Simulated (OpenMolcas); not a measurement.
# triplet H2 at 6 levels

We compute a comparison of 6 runs (UHF/3-21G, U-r2SCAN/3-21G, UB3LYP/3-21G, UPBE0/3-21G, ROMP2/3-21G, ROCCSD(T)/3-21G) of triplet H2. 

The calculation is run with OpenMolcas 26.06.

## (1) The molecule

H2 has 2 atoms, charge 0, and is taken as a triplet. As SMILES of the parent species, `[H][H]`. The shape is that of a PBE0-D4/def2-TZVP optimisation. That shape belongs to the parent species and isn't relaxed for this state.

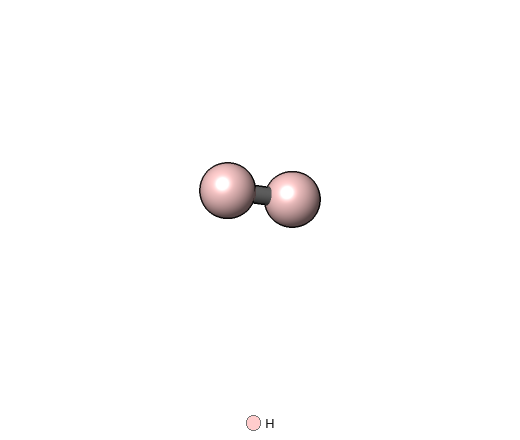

Viewed from a chosen angle; hydrogen pink.

## (2) The energy at UHF/3-21G (run 1)

Contents of struct.xyz:

```xyz
2

H      0.319300    -0.099200     0.165500
H     -0.319300     0.099200    -0.165500
```

Contents of test.input:

```
>>> EXPORT MOLCAS_PRINT=2

&GATEWAY
  BASLIB=$CurrDir
  COORD=struct.xyz
  BASIS=3-21G
  GROUP=NoSym

&SEWARD

&SCF
  UHF
  SPIN=3
  THRESHOLDS=1e-10 1e-07 1e-07 1e-05
  PRORBITALS=1 1
```

The basis set 3-21G is read from a file made from the Basis Set Exchange's data (not shown).

On the command line:

```
$ export MOLCAS_MEM=1860
$ pymolcas test.input > test.log
```

What it wrote:

```text
--- Start Module: gateway ---
[...]
--- Stop Module: gateway /rc=_RC_ALL_IS_WELL_ ---
--- Start Module: seward ---
[...]
      Basis functions            4
--- Stop Module: seward /rc=_RC_ALL_IS_WELL_ ---
--- Start Module: scf ---
[...]
       Convergence after  10 Iterations
[...]
::    Total SCF energy                                 -0.7514152289
[...]
      Total spin, S                                     1.0000000000
[...]
      Total electronic charge=    2.000000
      Total            charge=   -0.000000
[...]
      Dipole Moment (debye):
      Origin of the operator (angstrom)=   -0.0000    0.0000   -0.0000
                   X= -3.9753E-16               Y=  5.3580E-16               Z= -4.0597E-16           Total=  7.8098E-16
      Quadrupole Moment (debye*angstrom):
[...]
--- Stop Module: scf /rc=_RC_ALL_IS_WELL_ ---
[...]
```

Wall time 1.8 s (1 thread of Arm Neoverse V2, shared host); peak memory 0.37 GiB.

## (3) A single-point energy at U-r2SCAN/3-21G (run 2)

struct.xyz is that of step 2.

Contents of test.input:

```
* H2 Kohn-Sham DFT
>>> EXPORT MOLCAS_PRINT=2

&GATEWAY
 BasLib=$CurrDir
 Coord=struct.xyz
 Basis=3-21G
 Group=NoSym

&SEWARD
 GridInput
 Grid=UltraFine
 End of Grid

&SCF
 UHF
 Spin=3
 KSDFT=2
 1.0 MGGA_X_R2SCAN
 1.0 MGGA_C_R2SCAN
 Thresholds=1e-10 1e-07 1e-07 1e-05
 PrOrbitals=1 1
```

The basis set 3-21G is read from a file made from the Basis Set Exchange's data (not shown).

On the command line:

```
$ export MOLCAS_MEM=1860
$ pymolcas test.input > test.log
```

What it wrote:

```text
--- Start Module: gateway ---
[...]
--- Stop Module: gateway /rc=_RC_ALL_IS_WELL_ ---
--- Start Module: seward ---
[...]
      Basis functions            4
--- Stop Module: seward /rc=_RC_ALL_IS_WELL_ ---
--- Start Module: scf ---
[...]
       Convergence after   8 Iterations
[...]
::    Total KS-DFT energy                              -0.7610375426
[...]
      Total spin, S                                     1.0000000000
[...]
      Total electronic charge=    2.000000
      Total            charge=   -0.000000
[...]
      Dipole Moment (debye):
      Origin of the operator (angstrom)=   -0.0000    0.0000   -0.0000
                   X=  1.9485E-13               Y= -6.0376E-14               Z=  1.0099E-13           Total=  2.2762E-13
      Quadrupole Moment (debye*angstrom):
[...]
--- Stop Module: scf /rc=_RC_ALL_IS_WELL_ ---
[...]
```

It took 2.7 s on 1 thread of Arm Neoverse V2, shared host; peak memory 0.37 GiB.

Runs 3 to 5 aren't shown in full; the table further down has their settings and results.

## (4) The energy at ROCCSD(T)/3-21G (run 6)

struct.xyz is that of step 3.

Contents of test.input:

```
* H2 CCSD(T)

&GATEWAY
 BasLib=$CurrDir
 Coord=struct.xyz
 Basis=3-21G
 Group=NoSym

&SEWARD

&SCF
 UHF
 Spin=3
 Thresholds=1e-10 1e-07 1e-07 1e-05
 PrOrbitals=1 1

&RASSCF
 FileOrb=$Project.UnaOrb
 Spin=3
 Nactel=2 0 0
 Inactive=0
 Ras2=2
 OutOrbitals=Canonical
 OrbListing=Nothing

&MOTRA
 JobIph
 Frozen=0

&CCSDT
 CCT
 Triples=3
 Iterations=80
 Accuracy=1e-08
 Extrapolation=5 4
```

The basis set 3-21G is read from a file made from the Basis Set Exchange's data (not shown).

On the command line:

```
$ export MOLCAS_MEM=1860
$ pymolcas test.input > test.log
```

What it wrote:

```text
--- Start Module: gateway ---
[...]
--- Stop Module: gateway /rc=_RC_ALL_IS_WELL_ ---
[...]
      Basis functions            4
[...]
       Convergence after  10 Iterations
[...]
::    Total SCF energy                                 -0.7514152289
[...]
      Total spin, S                                     1.0000000000
[...]
      Number of active orbitals                  2
[...]
      Spin quantum number                      1.0
[...]
      Active orbitals                            2
[...]
      Number of CSFs                             1
[...]
      Number of root(s) required                 1
[...]
      Convergence after  4 iterations
[...]
      printout of CI-coefficients larger than  0.05 for root  1
      energy=      -0.751415
      conf/sym  11     Coeff  Weight
             1  uu   1.00000 1.00000
      Natural orbitals and occupation numbers for root  1
      sym 1:   1.000000   1.000000
      ************************************************************************************************************************
      *                                                    Final results                                                     *
[...]
::    RASSCF root number  1 Total energy:     -0.75141523
[...]
      Total electronic charge=    2.000000
      Total            charge=   -0.000000
[...]
      Dipole Moment (debye):
      Origin of the operator (angstrom)=   -0.0000    0.0000   -0.0000
                   X=  3.6504E-13               Y= -1.1320E-13               Z=  1.8928E-13           Total=  4.2649E-13
      Quadrupole Moment (debye*angstrom):
[...]
--- Start Module: motra ---
[...]
      *** WARNING: Default frozen orbitals is overwritten by user input.
      *** Default values:   0
[...]
--- Stop Module: motra /rc=_RC_ALL_IS_WELL_ ---
--- Start Module: ccsdt ---
[...]
      Convergence after                     7  Iterations
      Total energy (diff) :      -0.75265919       0.00000000
[...]
 METHOD                       : CCSD+T(CCSD)+<T3(1)WT1>+<T3(1)UT2> = CCSD(T)
[...]
       CCSD     =        -0.7526591915441
[...]
--- Stop Module: ccsdt /rc=_RC_ALL_IS_WELL_ ---
[...]
```

It took 2.2 s on 1 thread of Arm Neoverse V2, shared host; peak memory 0.37 GiB.

## (5) All runs side by side

| run | level | integration grid | frozen core orbitals | energy (Eh) | dipole moment (D) | HOMO energy (eV) | ⟨S²⟩ | wall time |
| --- | --- | --- | --- | --- | --- | --- | --- | --- |
| 1 | UHF/3-21G | – | – | -0.751415 | 0.00 | -5.47 | 2.000 | 1.8 s |
| 2 | U-r2SCAN/3-21G | UltraFine | – | -0.761038 | 0.00 | -1.00 | 2.000 | 2.7 s |
| 3 | UB3LYP/3-21G | UltraFine | – | -0.760022 | 0.00 | -1.61 | 2.000 | 2.5 s |
| 4 | UPBE0/3-21G | UltraFine | – | -0.760823 | 0.00 | -1.95 | 2.000 | 2.4 s |
| 5 | ROMP2/3-21G | – | 0 | -0.752448 | – | – | – | 2.3 s |
| 6 | ROCCSD(T)/3-21G | – | 0 | -0.752659 | – | – | – | 2.2 s |

## (6) What came out

| quantity | value |
| --- | --- |
| run 6: total energy | -0.75266 Eh |
| run 6: (T) correction | 0.00 mEh |

Totals of different functionals can't be ranked against each other. All runs together took 14 s, the longest 2.7 s.
